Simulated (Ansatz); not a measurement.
**GeClF₄: nudged elastic band**

- system: GeClF₄, multiplicity 2
- method: UKS PBE0-D4/def2-SVP (Ansatz 0.2.0)

One setting was made poor on purpose. It belongs to a series of runs on one base structure; here: band between the two ends. Figures and captions count atoms from 1; the log counts them from 0 in places.

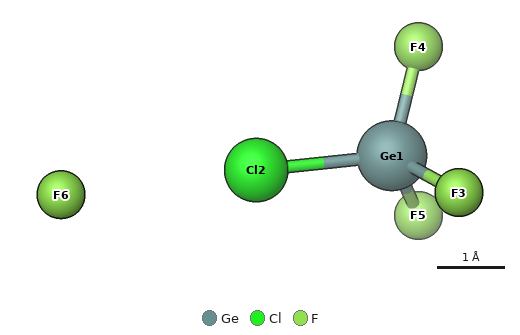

*The structure as given in the input (ball-and-stick view, seen at a tilt; atoms are numbered from 1 in the order of the input). Sticks mark near contacts.*

Bond lengths as drawn: Cl–Ge 2.10 Å and F–Ge 1.71 Å.

**Key numbers**

| quantity | value |
| --- | --- |
| outcome | converged |
| barrier, forward | 0.000 eV |
| barrier, backward | 0.166 eV |
| hardware | 4 threads of Arm Neoverse V2, 24 GiB of memory available, shared host |
| wall time | 3.9 min (CPU time 15 min) |
| peak memory | 0.6 GiB |

**Notes**

A deliberately poor setting: loose force. The order of the saddle point was not checked.

**The input**
```yaml
crystal:
  periodic: [false, false, false]
  atoms:
    - { symbol: Ge, position_ang: [-0.007747, 0.0, -0.054639] }
    - { symbol: Cl, position_ang: [-0.04668, 0.0, 2.041427] }
    - { symbol: F, position_ang: [1.593103, 0.0, -0.641593] }
    - { symbol: F, position_ang: [-0.787734, 1.37599, -0.691675] }
    - { symbol: F, position_ang: [-0.787734, -1.37599, -0.691675] }
    - { symbol: F, position_ang: [0.038391, 0.0, 5.099954] }
magnetization:
  spin_polarized: true
  initial_magnetization: 1
basis:
  gaussian: { orbitals: def2-SVP }
hamiltonian:
  xc: pbe0
  dispersion: d4
neb:
  order_check: false
  images: 5
  f_tol: 0.2
  max_iterations: 60
  final_atoms:
    - { symbol: Ge, position_ang: [-0.12125861, -3.0e-08, 0.31819275] }
    - { symbol: Cl, position_ang: [-1.2046339, 1.1e-07, 2.14145635] }
    - { symbol: F, position_ang: [1.56669343, -5.0e-08, 0.49495843] }
    - { symbol: F, position_ang: [-0.55254481, 1.38209192, -0.57838399] }
    - { symbol: F, position_ang: [-0.55254485, -1.38209208, -0.5783848] }
    - { symbol: F, position_ang: [0.86588776, 1.5e-07, 3.26396027] }
  initial_path:
    images:
      - { positions_ang: [[-0.007747, 0.0, -0.054639], [-0.04668, 0.0, 2.041427], [1.593103, 0.0, -0.641593], [-0.787734, 1.37599, -0.691675], [-0.787734, -1.37599, -0.691675], [0.038391, 0.0, 5.099954]] }
      - { positions_ang: [[-0.00476043, 0.0, -0.03642589], [-0.03189946, 0.0, 2.18428392], [1.59080711, 0.0, -0.61343584], [-0.78825008, 1.37429333, -0.64796225], [-0.78825008, -1.37429333, -0.64796225], [0.02395193, 0.0, 4.8233013]] }
      - { positions_ang: [[-0.00177386, 0.0, -0.01821279], [-0.01711891, 0.0, 2.32714085], [1.58851121, 0.0, -0.58527868], [-0.78876615, 1.37259667, -0.60424949], [-0.78876615, -1.37259667, -0.60424949], [0.00951286, 0.0, 4.54664861]] }
      - { positions_ang: [[0.00121271, 0.0, 3.2e-07], [-0.00233837, 0.0, 2.46999777], [1.58621532, 0.0, -0.55712152], [-0.78928223, 1.3709, -0.56053674], [-0.78928223, -1.3709, -0.56053674], [-0.0049262, 0.0, 4.26999591]] }
      - { positions_ang: [[-0.03961106, -1.0e-08, 0.10606446], [-0.40310355, 4.0e-08, 2.36048396], [1.57970802, -2.0e-08, -0.2064282], [-0.71036976, 1.37463064, -0.56648582], [-0.71036977, -1.37463069, -0.5664861], [0.28534512, 5.0e-08, 3.93465069]] }
      - { positions_ang: [[-0.08043484, -2.0e-08, 0.21212861], [-0.80386873, 7.0e-08, 2.25097015], [1.57320072, -4.0e-08, 0.14426511], [-0.63145729, 1.37836128, -0.57243491], [-0.63145731, -1.37836139, -0.57243545], [0.57561644, 1.0e-07, 3.59930548]] }
      - { positions_ang: [[-0.12125861, -3.0e-08, 0.31819275], [-1.2046339, 1.1e-07, 2.14145635], [1.56669343, -5.0e-08, 0.49495843], [-0.55254481, 1.38209192, -0.57838399], [-0.55254485, -1.38209208, -0.5783848], [0.86588776, 1.5e-07, 3.26396027]] }
```

Launch command:
```bash
ansatz run input.yaml --threads 4 --pin off --max-ram 5120MiB --backend cpu --events-out ev --progress --plain --runs-dir out
```

**Log**
```
Engine: ansatz 0.2.0, aarch64-unknown-linux-gnu
Functional definition: PBE0
  parameter a = 0.25
  parameter kappa = 0.804
  parameter beta = 0.06672455060314922
  exchange = (1 - a)*pbe_x(kappa = kappa, mu = beta*pi^2/3) + a*exact_x
  correlation = pbe_c(beta = beta)
1056 factors; integrals over basis functions are off by at most 3.2e-4 eV
mean field evaluation 1: about -79851.0967 eV, gradient 5.3e1 eV
mean field evaluation 2: about -79480.6721 eV, gradient 1.4e2 eV
mean field evaluation 4: about -79855.2622 eV, gradient 3.9e1 eV
mean field evaluation 8: about -79864.7156 eV, gradient 2.7e1 eV
mean field evaluation 16: about -79867.9184 eV, gradient 2.2e-5 eV
mean field evaluation 32: about -79867.9184 eV, gradient 1.1e-1 eV
mean field evaluation 64: about -79867.8590 eV, gradient 4.3e0 eV
mean field -79867.91849451 eV, -2935.0918682537 hartree, gradient 5.4e-11 eV, S^2 0.751109; 3 other end points of the search recorded, 0 dependent functions left out
the calculation of the forces begins
reference -79867.91851423 eV, -2935.0918689785 hartree; 43, 42 occupied and 63, 64 virtual orbitals, 1056 factors
1058 factors; integrals over basis functions are off by at most 3.6e-4 eV
mean field evaluation 96: about -79868.0682 eV, gradient 1.1e-5 eV
mean field -79868.06820383 eV, -2935.0973699696 hartree, gradient 1.1e-5 eV, S^2 0.752230; 3 other end points of the search recorded, 0 dependent functions left out
[... from here on the field's lines of each further geometry are left out, up to the last ...]
NEB iter   1: max|band force component| = 3.898e0 eV/Å  barrier→ = 1.2179 eV  barrier← = 1.3836 eV  Δτ_max = 0.2000 Å  (1014 SCF iters)
NEB iter   2: max|band force component| = 3.328e0 eV/Å  barrier→ = 0.8311 eV  barrier← = 0.9968 eV  Δτ_max = 0.2000 Å  (259 SCF iters)
NEB iter   3: max|band force component| = 2.228e0 eV/Å  barrier→ = 0.5018 eV  barrier← = 0.6675 eV  Δτ_max = 0.1951 Å  (384 SCF iters)
NEB iter   4: max|band force component| = 1.151e0 eV/Å  barrier→ = 0.1871 eV  barrier← = 0.3528 eV  Δτ_max = 0.1294 Å  (334 SCF iters)
NEB iter   5: max|band force component| = 1.006e0 eV/Å  barrier→ = 0.0042 eV  barrier← = 0.1699 eV  Δτ_max = 0.0817 Å  (400 SCF iters)
NEB iter   6: max|band force component| = 2.435e-1 eV/Å  barrier→ = 0.0019 eV  barrier← = 0.1676 eV  CI = image 1  Δτ_max = 0.1338 Å  (375 SCF iters)
NEB iter   7: max|band force component| = 3.109e-1 eV/Å  barrier→ = 0.0021 eV  barrier← = 0.1677 eV  CI = image 1  Δτ_max = 0.0672 Å  (380 SCF iters)
the calculation of the forces begins
reference -79868.04199632 eV, -2935.0964068614 hartree; 43, 42 occupied and 63, 64 virtual orbitals, 1056 factors
1056 factors; integrals over basis functions are off by at most 3.3e-4 eV
mean field evaluation 928: about -79867.8953 eV, gradient 2.7e-1 eV
mean field evaluation 960: about -79867.9169 eV, gradient 4.2e-3 eV
mean field -79867.91741247 eV, -2935.0918284895 hartree, gradient 3.2e-9 eV, S^2 0.751111; 5 other end points of the search recorded, 0 dependent functions left out
the calculation of the forces begins
reference -79867.91743200 eV, -2935.0918292071 hartree; 43, 42 occupied and 63, 64 virtual orbitals, 1056 factors
NEB iter   8: max|band force component| = 1.753e-1 eV/Å  barrier→ = 0.0004 eV  barrier← = 0.1661 eV  CI = image 1  Δτ_max = 0.0000 Å  (1112 SCF iters)
```

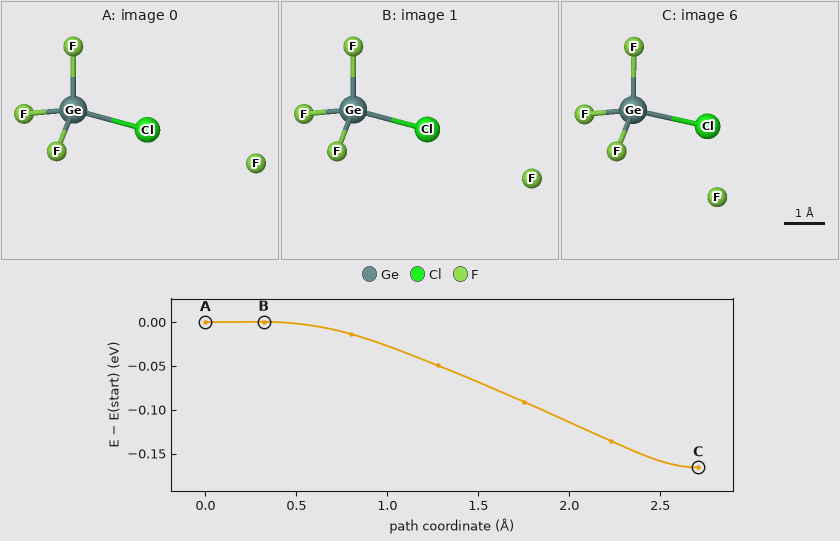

*Images of the last band (counted from 0; ball-and-stick, seen at a tilt) above the energy along the path; the line is a cubic interpolation that uses the forces.*

The highest image is number 1, 0.000 eV above the start and 0.166 eV above the end (the climbing image); the end lies 0.166 eV below the start. The path is 2.71 Å long. The band converged in 8 iterations.

```
Total energy: -79868.02790474 eV, -2935.0958890054 hartree
Atom 0 at    -0.036853     0.000000    -0.035721 Å, force     0.010993    -0.000000     0.039753 eV/Å
Atom 1 at    -0.240755     0.000000     2.051774 Å, force    -0.012489     0.000000    -0.011640 eV/Å
Atom 2 at     1.605165     0.000000    -0.492002 Å, force     0.018245     0.000000    -0.013129 eV/Å
Atom 3 at    -0.764413     1.377067    -0.727761 Å, force    -0.010200     0.003911    -0.010781 eV/Å
Atom 4 at    -0.764413    -1.377067    -0.727761 Å, force    -0.010200    -0.003911    -0.010781 eV/Å
Atom 5 at     0.202867    -0.000000     4.993269 Å, force     0.003651     0.000000     0.006579 eV/Å
Dipole moment:    -0.029220    -0.000000     0.256531 e Å
this run last wrote the band of iteration 8 to [file]
```

**The last band as extended XYZ (Å, eV, eV/Å)**
```
6
Properties=species:S:1:pos:R:3:forces:R:3 image=0 energy=-79868.02829
Ge   -0.0077    0.0000   -0.0546    0.0094   0.0000  -0.0083
Cl   -0.0467    0.0000    2.0414   -0.0054   0.0000  -0.0036
F     1.5931    0.0000   -0.6416   -0.0027   0.0000  -0.0001
F    -0.7877    1.3760   -0.6917   -0.0005  -0.0095   0.0069
F    -0.7877   -1.3760   -0.6917   -0.0005   0.0095   0.0069
F     0.0384    0.0000    5.1000   -0.0003   0.0000  -0.0017
6
Properties=species:S:1:pos:R:3:forces:R:3 image=1 energy=-79868.02789
Ge   -0.0369    0.0000   -0.0357    0.0110   0.0000   0.0398
Cl   -0.2408    0.0000    2.0518   -0.0125   0.0000  -0.0116
F     1.6052    0.0000   -0.4920    0.0182   0.0000  -0.0131
F    -0.7644    1.3771   -0.7278   -0.0102   0.0039  -0.0108
F    -0.7644   -1.3771   -0.7278   -0.0102  -0.0039  -0.0108
F     0.2029    0.0000    4.9933    0.0037   0.0000   0.0066
6
Properties=species:S:1:pos:R:3:forces:R:3 image=2 energy=-79868.04179
Ge   -0.0611    0.0000    0.0237   -0.0481   0.0000   0.1837
Cl   -0.4476    0.0000    2.0923   -0.0240   0.0000   0.0051
F     1.6073    0.0000   -0.3048    0.0915   0.0000  -0.0202
F    -0.7439    1.3777   -0.7045   -0.0188   0.0594  -0.0636
F    -0.7439   -1.3777   -0.7045   -0.0188  -0.0594  -0.0636
F     0.3908    0.0000    4.6596    0.0183   0.0000  -0.0415
6
Properties=species:S:1:pos:R:3:forces:R:3 image=3 energy=-79868.07757
Ge   -0.0948    0.0000    0.0988   -0.0115   0.0000   0.0243
Cl   -0.6142    0.0000    2.1438   -0.0590   0.0000  -0.0145
F     1.5904    0.0000   -0.1380    0.0123   0.0000   0.0326
F    -0.7373    1.3763   -0.6712    0.0081   0.0105  -0.0025
F    -0.7373   -1.3763   -0.6712    0.0081  -0.0105  -0.0025
F     0.5947    0.0000    4.2996    0.0419   0.0000  -0.0373
6
Properties=species:S:1:pos:R:3:forces:R:3 image=4 energy=-79868.11935
Ge   -0.1164    0.0000    0.1622   -0.0395   0.0000   0.0595
Cl   -0.8304    0.0000    2.1503   -0.0495   0.0000   0.0021
F     1.5808    0.0000    0.0827    0.0649   0.0000   0.0388
F    -0.6860    1.3783   -0.6574   -0.0063   0.0273  -0.0240
F    -0.6860   -1.3783   -0.6574   -0.0063  -0.0273  -0.0240
F     0.7398    0.0000    3.9815    0.0367   0.0000  -0.0524
6
Properties=species:S:1:pos:R:3:forces:R:3 image=5 energy=-79868.16393
Ge   -0.1283    0.0000    0.2354   -0.0054   0.0000   0.0138
Cl   -1.0250    0.0000    2.1510   -0.0380   0.0000   0.0001
F     1.5696    0.0000    0.3034    0.0002   0.0000   0.0388
F    -0.6271    1.3776   -0.6325    0.0095  -0.0008   0.0072
F    -0.6271   -1.3776   -0.6325    0.0095   0.0008   0.0072
F     0.8396    0.0000    3.6370    0.0244   0.0000  -0.0670
6
Properties=species:S:1:pos:R:3:forces:R:3 image=6 energy=-79868.19398
Ge   -0.1213    0.0000    0.3182    0.0081   0.0000   0.0053
Cl   -1.2046    0.0000    2.1415   -0.0012   0.0000  -0.0016
F     1.5667    0.0000    0.4950   -0.0010   0.0000   0.0014
F    -0.5525    1.3821   -0.5784   -0.0040  -0.0003  -0.0042
F    -0.5525   -1.3821   -0.5784   -0.0040   0.0003  -0.0042
F     0.8659    0.0000    3.2640    0.0021   0.0000   0.0033
```
